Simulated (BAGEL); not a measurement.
**PBE0/def2-SVP (density fitting with qzvpp-jkfit) run of CH4Cl2Si (methyldichlorosilane)**

Aim: the energy change on altering one bond length of CH4Cl2Si (methyldichlorosilane) at PBE0/def2-SVP (density fitting with qzvpp-jkfit), from 2 runs. 

The results are computed with BAGEL 1.2.2.

6 further runs of the same task are left out: 5 that didn't finish, 1 set aside as unsound or not needed. Runs told in other sessions of the task aren't counted.

### 1 The structure to begin with

CH4Cl2Si has 8 atoms, charge 0, and is taken as a singlet. SMILES: `C[SiH](Cl)Cl`. The shape is that of a PBE0-D4/def2-TZVP optimisation.

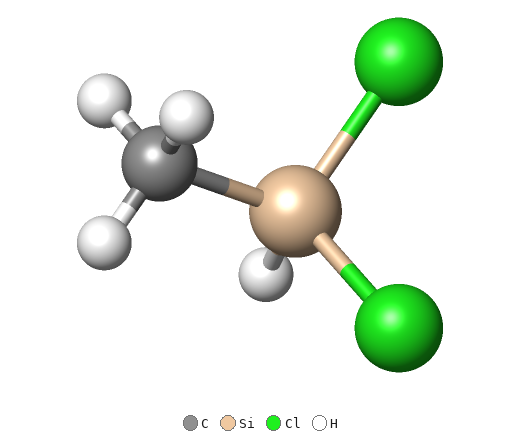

Viewed from a chosen angle; carbon grey, silicon light orange, chlorine green, hydrogen white.

### 2 The energy at PBE0/def2-SVP (density fitting with qzvpp-jkfit)

File dft.json:

```json
{ "bagel" : [

{
  "title" : "molecule",
  "basis" : "svp",
  "df_basis" : "qzvpp-jkfit",
  "angstrom" : "true",
  "geometry" : [
    { "atom" : "C", "xyz" : [   -0.168200,    1.000100,   -0.143000 ] },
    { "atom" : "Si", "xyz" : [    0.058100,   -0.802700,    0.188900 ] },
    { "atom" : "Cl", "xyz" : [    1.964700,   -1.153600,    0.852700 ] },
    { "atom" : "Cl", "xyz" : [   -0.248000,   -1.870300,   -1.533000 ] },
    { "atom" : "H", "xyz" : [   -1.182600,    1.191400,   -0.501000 ] },
    { "atom" : "H", "xyz" : [   -0.003400,    1.573900,    0.772100 ] },
    { "atom" : "H", "xyz" : [    0.539900,    1.340100,   -0.901100 ] },
    { "atom" : "H", "xyz" : [   -0.868500,   -1.335900,    1.208600 ] }
  ]
},
{
  "title" : "ks",
  "xc_func" : "pbe0"
},
{
  "title" : "print",
  "file" : "orbitals.molden",
  "orbitals" : "true"
}

]}
```

Started as:

```sh
$ BAGEL_NUM_THREADS=1 BAGEL dft.json > dft.out
```

What it wrote:

```text
* using 1 threads per process

  ===============================================================
  ===============================================================

  *** Geometry ***

  { "atom" : "C", "xyz" : [     -0.317852,      1.889915,     -0.270231 ] },
  { "atom" : "Si", "xyz" : [      0.109793,     -1.516883,      0.356969 ] },
  { "atom" : "Cl", "xyz" : [      3.712745,     -2.179988,      1.611369 ] },
  { "atom" : "Cl", "xyz" : [     -0.468652,     -3.534355,     -2.896950 ] },
  { "atom" : "H", "xyz" : [     -2.234790,      2.251420,     -0.946753 ] },
  { "atom" : "H", "xyz" : [     -0.006425,      2.974240,      1.459058 ] },
  { "atom" : "H", "xyz" : [      1.020263,      2.532422,     -1.702832 ] },
  { "atom" : "H", "xyz" : [     -1.641227,     -2.524485,      2.283923 ] },

  Number of auxiliary basis functions:      531

  Since a DF basis is specified, we compute 2- and 3-index integrals:
    o Being stored without compression. Storage requirement is 0.033 GB

  Number of basis functions:       88
  Number of electrons      :       58

    * METHOD: MOLECULE                             0.23

  *** Kohn-Sham DFT ***

    * Removing 15306 points whose weight is below 1.00e-10
    * Grid points: 103942

  === Nuclear Repulsion ===
   273.3797599110

       - DIIS with orbital gradients will be used.

  === KS iteration (pbe0 / svp) ===
      0      -1216.78673035          0.08740195           0.35
      1      -1163.71777750          0.17163345           0.37
      2      -1172.33645721          0.10554855           0.36
      3      -1202.53232400          0.15432445           0.36
      4      -1236.36758531          0.10882124           0.37
      5      -1247.23391371          0.05677189           0.39
      6      -1241.23750242          0.09165811           0.38
      7      -1236.01112481          0.10079121           0.37
      8      -1247.44096139          0.05896313           0.36
      9      -1249.57508422          0.00963331           0.36
     10      -1249.62159368          0.00388272           0.36
     11      -1249.63346624          0.00190873           0.35
     12      -1249.63565792          0.00030446           0.36
     13      -1249.63572828          0.00005532           0.35
     14      -1249.63573040          0.00001270           0.36
     15      -1249.63573048          0.00000215           0.36
     16      -1249.63573048          0.00000047           0.35
     17      -1249.63573048          0.00000010           0.39
     18      -1249.63573048          0.00000008           0.38
     19      -1249.63573048          0.00000001           0.35
     20      -1249.63573048          0.00000000           0.36
    * SCF iteration converged.

    * Permanent dipole moment:
           (    0.405144,    -0.686912,    -0.169079) a.u.

    * METHOD: KS                                   8.09

    * METHOD: PRINT                                0.01

  ===============================================================
```

It took 8.7 s on 1 thread of Arm Neoverse V2, shared host; peak memory 0.47 GiB.

### 3 The distorted shape

File calc.json:

```json
{ "bagel": [

{
  "title": "molecule",
  "basis": "svp",
  "df_basis": "qzvpp-jkfit",
  "angstrom": true,
  "geometry": [
    { "atom": "C", "xyz": [      -0.281348,       1.901481,      -0.308946 ] },
    { "atom": "Si", "xyz": [       0.058100,      -0.802700,       0.188900 ] },
    { "atom": "Cl", "xyz": [       1.964700,      -1.153600,       0.852700 ] },
    { "atom": "Cl", "xyz": [      -0.248000,      -1.870300,      -1.533000 ] },
    { "atom": "H", "xyz": [      -1.295748,       2.092781,      -0.666946 ] },
    { "atom": "H", "xyz": [      -0.116548,       2.475281,       0.606154 ] },
    { "atom": "H", "xyz": [       0.426752,       2.241481,      -1.067046 ] },
    { "atom": "H", "xyz": [      -0.868500,      -1.335900,       1.208600 ] }
  ]
},

{ "title": "ks", "xc_func": "pbe0", "charge": 0 },

{ "title": "print", "file": "orbitals.molden", "orbitals": true }

]}
```

Started as:

```sh
$ BAGEL_NUM_THREADS=1 BAGEL calc.json > calc.out
```

What it wrote:

```text
* using 1 threads per process

  ===============================================================
  ===============================================================

  *** Geometry ***

  { "atom" : "C", "xyz" : [     -0.531671,      3.593278,     -0.583823 ] },
  { "atom" : "Si", "xyz" : [      0.109793,     -1.516883,      0.356969 ] },
  { "atom" : "Cl", "xyz" : [      3.712745,     -2.179988,      1.611369 ] },
  { "atom" : "Cl", "xyz" : [     -0.468652,     -3.534355,     -2.896950 ] },
  { "atom" : "H", "xyz" : [     -2.448609,      3.954783,     -1.260345 ] },
  { "atom" : "H", "xyz" : [     -0.220244,      4.677603,      1.145465 ] },
  { "atom" : "H", "xyz" : [      0.806444,      4.235785,     -2.016425 ] },
  { "atom" : "H", "xyz" : [     -1.641227,     -2.524485,      2.283923 ] },

  Number of auxiliary basis functions:      531

  Since a DF basis is specified, we compute 2- and 3-index integrals:
    o Being stored without compression. Storage requirement is 0.033 GB

  Number of basis functions:       88
  Number of electrons      :       58

    * METHOD: MOLECULE                             0.23

  *** Kohn-Sham DFT ***

    * Removing 13786 points whose weight is below 1.00e-10
    * Grid points: 105462

  === Nuclear Repulsion ===
   253.2886531822

       - DIIS with orbital gradients will be used.

  === KS iteration (pbe0 / svp) ===
      0      -1212.99174443          0.07977316           0.36
      1      -1144.13027076          0.13654875           0.35
      2      -1174.48337655          0.10516570           0.35
      3      -1235.87949921          0.10608732           0.35
      4      -1248.33937872          0.03998100           0.35
      5      -1248.75756715          0.02803043           0.37
      6      -1249.47947204          0.00761827           0.37
      7      -1249.45515941          0.01049932           0.37
      8      -1249.53343233          0.00248523           0.37
      9      -1249.53689868          0.00047159           0.37
     10      -1249.53704449          0.00009485           0.38
     11      -1249.53704975          0.00001624           0.37
     12      -1249.53704990          0.00000506           0.37
     13      -1249.53704992          0.00000138           0.37
     14      -1249.53704993          0.00000070           0.37
     15      -1249.53704993          0.00000012           0.38
     16      -1249.53704993          0.00000006           0.37
     17      -1249.53704993          0.00000001           0.37
     18      -1249.53704993          0.00000000           0.38
    * SCF iteration converged.

    * Permanent dipole moment:
           (    0.326494,    -0.297698,    -0.213025) a.u.

    * METHOD: KS                                   7.40

    * METHOD: PRINT                                0.01

  ===============================================================
```

Wall time 7.8 s (1 thread of Arm Neoverse V2, shared host); peak memory 0.47 GiB.

### 4 What came out

At PBE0/def2-SVP (density fitting with qzvpp-jkfit):

| quantity | value |
| --- | --- |
| first shape: total energy | -1249.63573 Eh |
| first shape: dipole moment | 2.07 D |
| first shape: HOMO energy | -8.72 eV |
| first shape: LUMO energy | 0.98 eV |
| first shape: HOMO–LUMO gap | 9.70 eV |
| distorted shape: total energy | -1249.53705 Eh |
| distorted shape: dipole moment | 1.25 D |
| distorted shape: HOMO energy | -7.35 eV |
| distorted shape: LUMO energy | -1.87 eV |
| distorted shape: HOMO–LUMO gap | 5.48 eV |
| energy change with the C1–Si2 bond stretched from 1.847 to 2.771 Å | 2.685 eV |

In words: With the C1–Si2 bond stretched from 1.847 to 2.771 Å the energy rises by 2.69 eV (259 kJ/mol). The first shape isn't relaxed at this level, so the change isn't measured from a minimum.
